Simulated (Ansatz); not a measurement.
These are PBE (plane waves to 420 eV, PAW; Ansatz, an electronic-structure program) values and carry that method's errors.

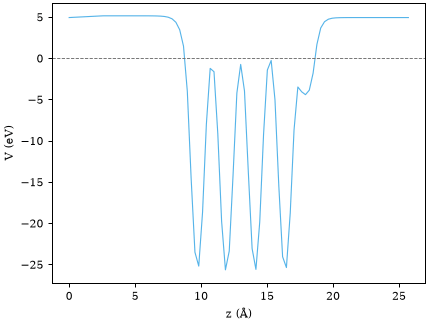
Fig. 1. Electrostatic potential energy of an electron, averaged over planes parallel to the surface, in eV from the Fermi level, for S on the 1x1 (111) surface of fcc Rh, one in a 2x1 cell, started at the site 'top Rh'

Set-up: 9 atoms, 6.5 Å thick at the start under the adsorbate (thin: gaps and levels are the slab's own); mesh 6x12x1; 0.1 eV smearing; dipole correction on; 4 atoms held, the rest relaxed; start symmetry kept, larger cells not searched; spin-polarised, no spin-orbit, no U, no dispersion correction. The starting moment vanished. At the end it is bonded to 3 Rh. In PBE it is, or lies within 0.03 eV of, the lowest of the starts that converged.

The vacuum level lies 4.93 eV above the Fermi level over the top face and 5.14 eV above it under the bottom face.
